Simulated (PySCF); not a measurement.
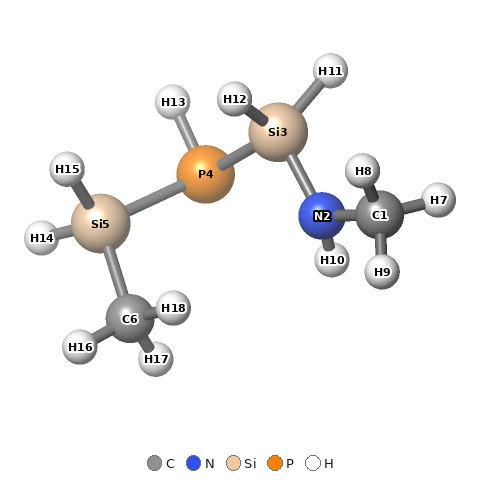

The molecule: C₂H₁₂NPSi₂, SMILES CN[SiH2]P[SiH2]C.

Kohn-Sham orbital energies near the frontier, PBE0/def2-SVPD in PySCF, at a GFN2-xTB geometry (no frequency check), isolated molecule; empty levels in grey, levels within 0.03 eV side by side.

> Where do the frontier orbitals lie?

HOMO at −6.88 eV, LUMO at −0.01 eV, 6.87 eV apart.

> On which atoms do HOMO and LUMO mostly sit?

HOMO: N2 51 %, C1 10 %, Si3 9 %. LUMO: P4 21 %, Si3 19 %, Si5 9 % (Löwdin shares).

> List the levels with the atoms that carry most of them (a dash for levels above zero or within 0.03 eV of another, where shares mean little).

```
orbital  energy (eV)                Löwdin shares
 LUMO+1         0.32                            –
   LUMO        −0.01   P4 21 %, Si3 19 %, Si5 9 %
   HOMO        −6.88    N2 51 %, C1 10 %, Si3 9 %
 HOMO−1        −7.12  P4 54 %, Si3 12 %, Si5 10 %
 HOMO−2        −8.33  P4 34 %, Si5 19 %, Si3 16 %
```

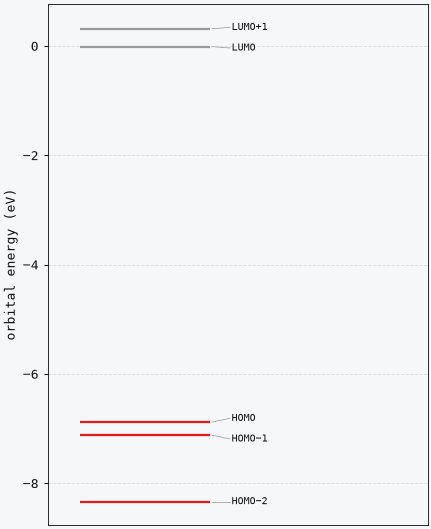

Caveats: the tight-binding geometry is rougher than a DFT one and adds to the error; one conformer of a flexible molecule; empty levels above zero depend strongly on the basis.
